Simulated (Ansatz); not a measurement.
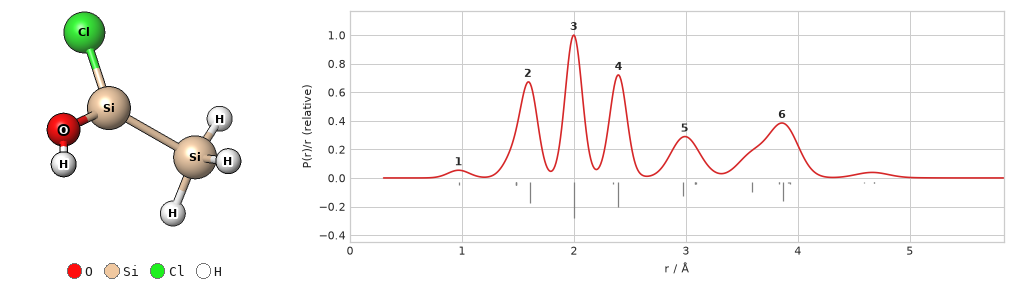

Simulated gas electron diffraction: radial distribution curve of ClH4OSi2 (charge +1, ignored in the scattering factors). Each pair of atoms contributes with weight ZᵢZⱼ/r (bars below the curve); damping constant 0.0015 Å²; vibrational amplitudes assumed, not computed: 0.05 Å for bonds, 0.078 Å for bonds to H, 0.06 + 0.015 r up to 0.15 Å for other pairs. The geometry is the end point of an optimisation (RKS B3LYP/def2-SVP in Ansatz 0.2.0); it may be a saddle point or a higher isomer. SMILES: [OH+]=[Si]([SiH3])Cl.

**Assign the numbered peaks of the radial distribution curve (– bonded, ··· not bonded).**

Peak 1, 0.97 Å: O–H 0.97 Å
Peak 2, 1.59 Å: Si–H 1.48 Å (×3), Si–O 1.60 Å, not resolved
Peak 3, 2.00 Å: Cl–Si 2.00 Å
Peak 4, 2.40 Å: Si–Si 2.40 Å
Peak 5, 2.99 Å: Cl···O 2.97 Å, Si···H 3.08–3.09 Å (×3), not resolved
Peak 6, 3.86 Å: Si···O 3.59 Å, Cl···H 3.83–3.93 Å (×2), Cl···Si 3.87 Å, not resolved
